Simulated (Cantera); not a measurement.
Charge: 1 mol c-C4F8, 0.012 mol CH4, equilibrated at 0.920 bar.

These are equilibrium values from Cantera (NASA tables, ideal gas, pure condensed phases), not measurements of a reactor. Candidate condensed phases: C, C6H6, C7H8, C8H18; 95 gas species. The feed counts by its element totals alone. The tables' values for C2F4 are old estimates; treat these amounts as uncertain. Gases not in the tables: C2F6 and larger saturated fluorocarbons. Equilibrium is a limit: real reactors are often held back by kinetics, nucleation or transport.

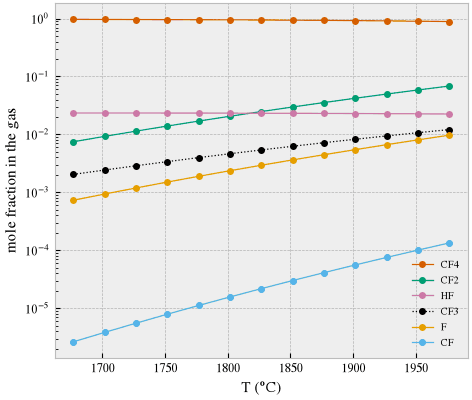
Fig. 1. Equilibrium gas composition (values under 1e-9 drawn at 1e-9)

### Question
Read off the mole fractions at 1677 °C.

### Answer
CF4 about 0.97, HF about 0.023, CF2 about 0.0075, CF3 about 0.0020, F about 0.00073, CF about 2.6e-6.
